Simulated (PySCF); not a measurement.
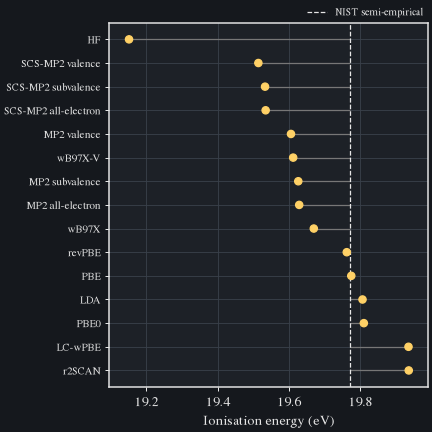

The ionisation energy of P⁺ ([Ne] 3s² 3p² → [Ne] 3s² 3p) across levels of theory. PySCF, aug-cc-pCVTZ-DK, spin-free X2C-1e, unrestricted single determinants, no spin-orbit coupling. Methods marked “valence” freeze 10 core electrons; methods marked “subvalence” freeze 2 core electrons; methods marked “all-electron” freeze no core electrons.

> Which methods come out highest, lowest and best?

The values run from 19.151 eV (HF) to 19.935 eV (r2SCAN and LC-wPBE). The NIST semi-empirical value is 19.769 eV; nearest to it come PBE (+0.005) and revPBE (−0.008), furthest HF (−0.618 eV). These values lack spin-orbit coupling; with the first-order correction of −0.0067 eV added, PBE comes nearest (−0.002).

```csv
Method,Ionisation energy (eV)
HF,19.151
LDA,19.806
PBE,19.774
PBE0,19.810
r2SCAN,19.935
revPBE,19.762
wB97X-V,19.611
wB97X,19.669
LC-wPBE,19.935
MP2 valence,19.605
SCS-MP2 valence,19.514
MP2 subvalence,19.626
SCS-MP2 subvalence,19.532
MP2 all-electron,19.628
SCS-MP2 all-electron,19.534
```
